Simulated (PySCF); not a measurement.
C₂H₃F₃, SMILES `CC(F)(F)F`.

Method: B3LYP/def2-SVPD; geometry: GFN2-xTB; program: PySCF. No frequency check shows the geometry to be a minimum.

Input

```python
import numpy as np
from pyscf import gto, scf, dft
from pyscf.scf import atom_ks, atom_hf
from scipy.linalg import block_diag

def solve(mol, dm0=None, hcore=None):
    mf = (dft.UKS if mol.spin else dft.RKS)(mol, xc='b3lyp')
    mf.grids.level = 3
    mf = mf.density_fit(auxbasis='def2-universal-jkfit')
    mf.conv_tol, mf.max_cycle = 1e-8, 80
    if hcore is not None:
        mf.get_hcore = lambda *args: hcore
    mf.kernel(dm0)
    if not mf.converged:
        mf = mf.newton().run(mf.mo_coeff, mf.mo_occ, max_cycle=30)
    assert mf.converged, 'SCF not converged'
    return mf

mol = gto.M(atom='''
C     -1.48722     0.00303     0.00110
C      0.02033     0.00000     0.00013
F      0.53198     0.59772    -1.08715
F      0.53369     0.64090     1.06164
F      0.52617    -1.24267     0.02462
H     -1.83841     1.03316    -0.01783
H     -1.84322    -0.49186     0.89871
H     -1.84347    -0.52310    -0.88027
''', basis='def2-svpd', charge=0, spin=0, verbose=4)
mf = solve(mol)
out = dict(e0=mf.e_tot, dm0=mf.make_rdm1(), c=mf.mo_coeff, occ=mf.mo_occ, eps=mf.mo_energy)
for name, dq, spin in [('cation', 1, 1)]:
    ion = mol.copy().set(charge=mol.charge + dq, spin=spin).build()
    mi = solve(ion)
    if spin and dq > 0 and mol.nao < 130:
        c, _, stable, _ = mi.stability(return_status=True)
        if not stable:
            mi = solve(ion, mi.make_rdm1(c, mi.mo_occ))
    print(name, 'vertical energy change / eV', (mi.e_tot - mf.e_tot) * 27.211386)
    out.update({'e_' + name: mi.e_tot, 'dm_' + name: mi.make_rdm1(), 's2_' + name: mi.spin_square()[0], 'eps_' + name: mi.mo_energy, 'occ_' + name: mi.mo_occ})
# spherically averaged free atoms, for the promolecule
atm = atom_ks.get_atm_nrks(mol, xc='b3lyp')
pro = block_diag(*[(atm[a[0]][2] * atm[a[0]][3]) @ atm[a[0]][2].T for a in mol._atom])
np.savez('result.npz', pro=pro, **out)
```

Run with:

```sh
OMP_NUM_THREADS=1 python input.py
```

The run took 28 s on 1 thread of Intel(R) Xeon(R) Platinum 8259CL CPU @ 2.50GHz (Skylake/Cascade Lake), with other jobs on the host, peak memory 0.55 GiB.

Partitions, critical points and surface values were worked out afterwards from this run's density.

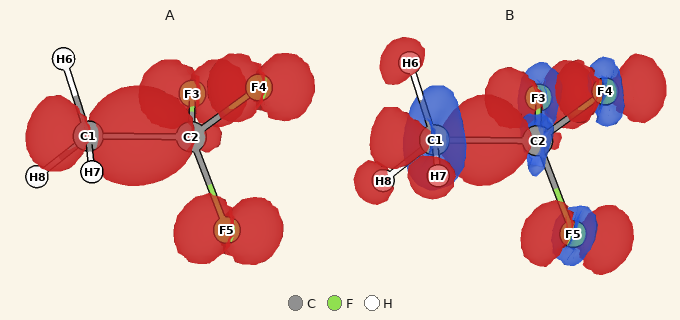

The Fukui function f⁻ from two separate SCF calculations and the density of the HOMO, at ±0.06 e/Å³ (red positive, blue negative).

Which panel is which, and how good is the frozen-orbital picture?

Answer. B is f⁻ (it has negative regions), A the HOMO density. The HOMO lies on C1 (24 %), F3, F4 and F5 (17 % each) and C2 (16 %); f⁻ (Hirshfeld-condensed) is largest on F3, F4 and F5 (0.18 each) and C1 (0.14); the vertical ionisation energy is 13.65 eV (the stability of the cation's solution wasn't checked). Relaxation shifts 16 % of the electron between atoms. The orbital energy is −10.87 eV.
